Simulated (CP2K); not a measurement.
Consider borazine at its PBE geometry (Å).

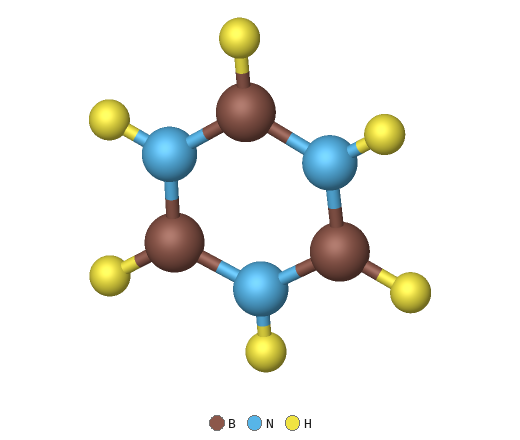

The molecule (boron brown, nitrogen blue, hydrogen yellow).

```xyz
12

B     0.9926   -1.0553   -0.1262
N     1.3670    0.2901    0.2033
B     0.4180    1.3564    0.3286
N    -0.9601    1.0216    0.1187
B    -1.4116   -0.2995   -0.2046
N    -0.4049   -1.3119   -0.3253
H     1.8102   -1.9255   -0.2292
H     2.3497    0.4964    0.3481
H     0.7587    2.4735    0.5967
H    -1.6531    1.7573    0.2099
H    -2.5733   -0.5460   -0.3644
H    -0.6931   -2.2571   -0.5557
```

Method: CP2K XAS_TDP, all-electron GAPW, PBEh(45%), aug-cc-pVDZ, TDA, GW2X-corrected core level, no relativity.

**Question.** Where do the N K-edge lines lie, and how strong are they?

Leading lines: N2 402.05 eV. The leading line of an atom is its first one with 35 % of the strongest within 2.5 eV of its lowest line over the strength cut. Core ionisation energies at this level: N2 404.98 eV.

The first six lines of each atom with a strength over 0.0015:

```
                             atom  energy (eV)  states  strength, one atom  above the computed threshold
N2 (bonded to 2 B and H), 3 alike       402.05       1              0.0304                              
                                        402.70       1              0.0120                              
                                        403.99       1              0.0023                              
                                        405.40       1              0.0045                           yes
                                        405.61       1              0.0020                           yes
                                        406.12       2              0.0095                           yes
```

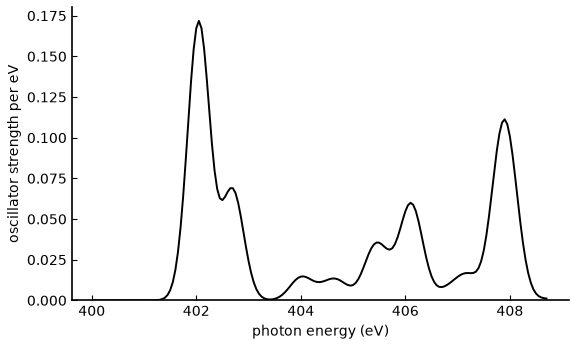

All atoms added, broadened by 0.5 eV.

Lines are vertical, at one geometry, with no vibrational structure. GW2X ionisation energies and lines can be off by 1 to 2 eV either way, and a good line position may hide errors that cancel. These values hold no scalar relativity, about 0.2 eV for N 1s. Rydberg lines, and the discretised continuum above threshold, depend on the basis and the box.

[Banner, clock and machine lines of the logs are left out without a mark of their own.]

[Logs are printed without paths, hosts, clocks, repeated set-up lines and the standing remarks that a program may print on its own settings, such as how far it seeks lower states.]

[Hosts, paths, dates, database ids (printed as entryN), source tags and the programs' standing remarks are cut or masked in the printed files.]
